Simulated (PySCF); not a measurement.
Input file:

```
{"job": {"kind": "nmr", "xc": "PBE0", "basis": "pcSseg-1", "pop": false}, "charge": 0, "multiplicity": 1}
C      2.103800    -0.180300    -0.937200
O      0.743000    -0.488000    -0.684500
Si    -0.296700    -0.061500     0.441800
C     -1.735300    -1.307700     0.211700
C     -0.757800     1.783200     0.449100
Cl     0.413100    -0.243500     2.381700
H      2.334600     0.858400    -0.950700
H      2.777200    -0.558900    -0.195500
H      2.454700    -0.558700    -1.889500
H     -2.277600    -1.079000    -0.627300
H     -2.342200    -1.218300     1.074000
H     -1.324000    -2.324700     0.145200
H      0.206700     2.316000     0.648000
H     -0.898100     2.175800    -0.576400
H     -1.450700     1.992400     1.251300
```

Command:

```sh
OMP_NUM_THREADS=1 python probes_run.py task.json out
```

Geometry: GFN2-xTB, MD frame at 250 fs, 400 K.

These are results of PBE0/pcSseg-1, SCF density, gas phase, non-relativistic in PySCF, not measurements.

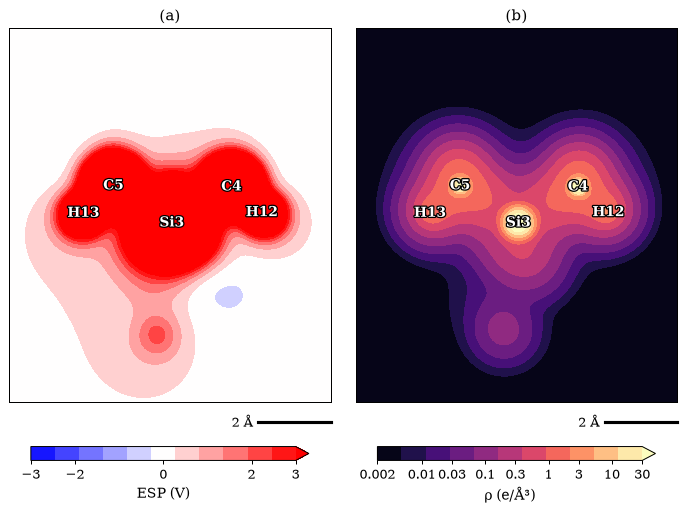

C₃H₉ClOSi (chloro-methoxy-dimethylsilane). (a) electrostatic potential; (b) total electron density on the plane of atoms Si3, C4 and H12.

Question: Interpret the plot.

Answer: Atoms in the plane: Si, C and H. C–Si (1.90 Å): ρ at the midpoint is about 0.94 e/Å³. Outside the dense part of the molecule the potential is most negative (−0.3 V) near O2, which lies off the plane.
